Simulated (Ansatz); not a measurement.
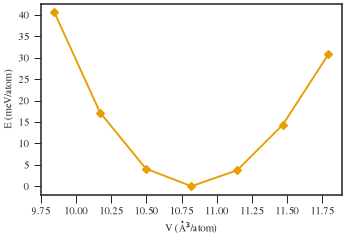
TiBe2 (cubic Laves (MgCu2 type), space group No. 227) under volume change, PBEsol in the plane-wave PAW code Ansatz, scaled uniformly.

Task: What does a third-order Birch–Murnaghan fit give for V₀, B₀ and B′?

Result: V₀ = 10.82 Å³/atom, B₀ = 129 GPa, B′ = 3.6.

Space group Fd-3m (cubic Laves (MgCu2 type)). The first step of the workflow began from a Materials Project structure, measured or hypothetical; the Crystallography Open Database copy checked does not list it. Whether it is the stable phase at ambient conditions was not checked. The cell was relaxed with PBEsol under the symmetry of its start; whether a distortion lowers the energy is not shown. The final state is ferromagnetic, chosen from 4 collinear starts compared on coarse meshes (ties went to the first, and starts can fall back to one state), not a proven ground state.

Potentials: the later of the program's two PAW sets.
